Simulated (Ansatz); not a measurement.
# Strength of the C–C bond: C2HF5 → CHF2 + CF3

Species: C2HF5 (pentafluoroethane) `FC(F)C(F)(F)F`, singlet; CHF2 (difluoromethyl radical) `F[CH]F`, doublet; CF3 (trifluoromethyl radical) `F[C](F)F`, doublet. 

Shapes, held fixed at every level: PBE0-D4/def2-TZVP. Programs: Ansatz 0.2.0. The zero-point and thermal change to 298 K, harmonic and unscaled (PBE0-D4/def2-TZVP), is -13.1 kJ/mol.

| level | kind | ΔH(298 K) (kJ/mol) | less CCSD(T)/CBS estimate | CPU time (sum over the molecules) |
| --- | --- | --- | --- | --- |
| HF/def2-TZVPP | Hartree–Fock | +283.8 | -122.8 | – |
| wB97M-V/def2-TZVPP | range-separated hybrid | +406.4 | -0.2 | 57 s |
| wB97X-V/def2-TZVPP | range-separated hybrid | +397.1 | -9.5 | 52 s |
| B2PLYP/def2-TZVPP | double hybrid | +375.9 | -30.7 | 27 s |
| MP2/def2-SVP | perturbation theory | +404.5 | -2.1 | – |
| CCSD(T)/def2-TZVPP | coupled cluster or CI | +397.3 | -9.3 | 18 min |
| CCSD(T)/CBS estimate | coupled cluster or CI | +406.6 | 0.0 | 20 min |

The highest level, CCSD(T)/CBS estimate, gives ΔH(298 K) = +406.6 kJ/mol; the levels span +283.8 to +406.6. The column of differences is taken from that level and isn't an error. Hartree–Fock misses the correlation of the pair that is broken and comes out low. No measured value is set beside it here. Open shells run unrestricted unless RO is named. The CBS estimate extrapolates MP2 from def2-TZVPP and def2-QZVPP and adds CCSD(T) − MP2 in the triple-zeta set, cores frozen. Times are processor times on shared x86 and Arm servers, and rough.

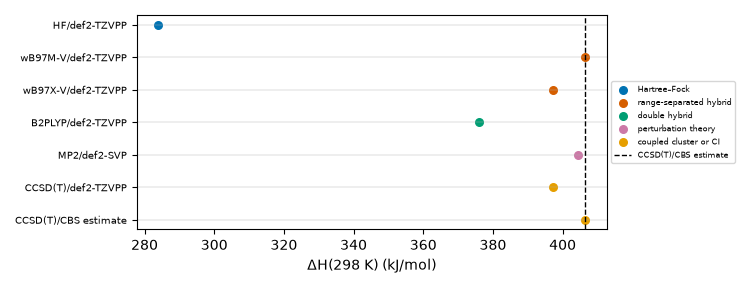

The values of the table, level by level.
